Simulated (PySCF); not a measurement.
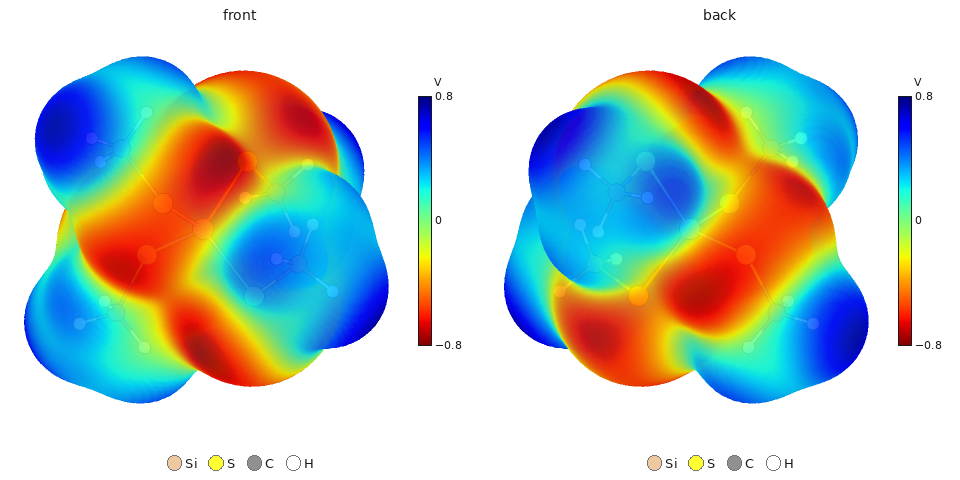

Figure 1: C4H12S4Si (Si(SMe)4). The electrostatic potential painted on the density surface at 0.001 e/bohr³, seen from the front and from behind; red is negative and blue positive.

Geometry: PBE0-D3(BJ)/def2-SVP.

Method: PBE0/pcSseg-1, SCF density, gas phase, non-relativistic (PySCF).

```yaml
atoms:
  - { symbol: Si, position_ang: [-0.0200, 0.0139, 0.0056] }
  - { symbol: S, position_ang: [0.0105, -0.0468, 2.1374] }
  - { symbol: C, position_ang: [0.9499, -1.5902, 2.3920] }
  - { symbol: H, position_ang: [0.5420, -2.3925, 1.7606] }
  - { symbol: H, position_ang: [0.8305, -1.8618, 3.4492] }
  - { symbol: H, position_ang: [2.0150, -1.4451, 2.1686] }
  - { symbol: S, position_ang: [1.9972, 0.0002, -0.6859] }
  - { symbol: C, position_ang: [1.7076, 0.0039, -2.4883] }
  - { symbol: H, position_ang: [1.3601, -0.9788, -2.8331] }
  - { symbol: H, position_ang: [2.6702, 0.2391, -2.9615] }
  - { symbol: H, position_ang: [0.9714, 0.7755, -2.7540] }
  - { symbol: S, position_ang: [-1.0647, 1.7753, -0.5917] }
  - { symbol: C, position_ang: [-0.0167, 3.0380, 0.2061] }
  - { symbol: H, position_ang: [-0.1789, 3.0571, 1.2918] }
  - { symbol: H, position_ang: [-0.3052, 4.0061, -0.2248] }
  - { symbol: H, position_ang: [1.0433, 2.8430, -0.0097] }
  - { symbol: S, position_ang: [-1.0170, -1.6715, -0.8381] }
  - { symbol: C, position_ang: [-2.6713, -1.4558, -0.0974] }
  - { symbol: H, position_ang: [-2.5825, -1.2593, 0.9804] }
  - { symbol: H, position_ang: [-3.2117, -2.3988, -0.2536] }
  - { symbol: H, position_ang: [-3.2165, -0.6358, -0.5831] }
```

Question: Where is the surface potential most negative and most positive?

Answer: The most negative region (about −0.7 V) lies over S2, S7, S12 and S17, the most positive (about +0.7 V) over H5, H10, H15 and H20.

Question: How polar is the molecule by this calculation?

Answer: Its dipole moment is 0.07 D.
